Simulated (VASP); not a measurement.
Band structure of CdSe (space group P4_2/mmc). Method: PBE GGA, VASP's PBE PAW potentials (set 64) (plane waves; VASP).

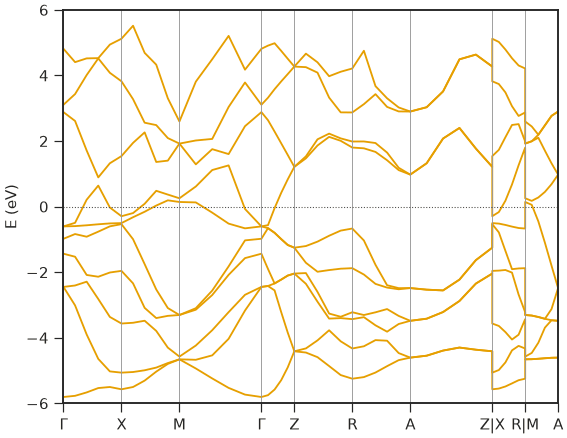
Figure: Bands along high-symmetry lines, zero at the valence-band maximum or, without a gap, the Fermi level

**Question.** Read the plot: is there a gap, and where are the band edges?

**Answer.** It has no gap at this level: it comes out as a metal or semimetal.

The structure was generated: CdSe was put into an ordered model structure, which need not be its known phase. The cell was not relaxed at this level. The k-mesh is coarse (spacing up to 0.31 per Å, 2π included), so the numbers may not be converged in it.
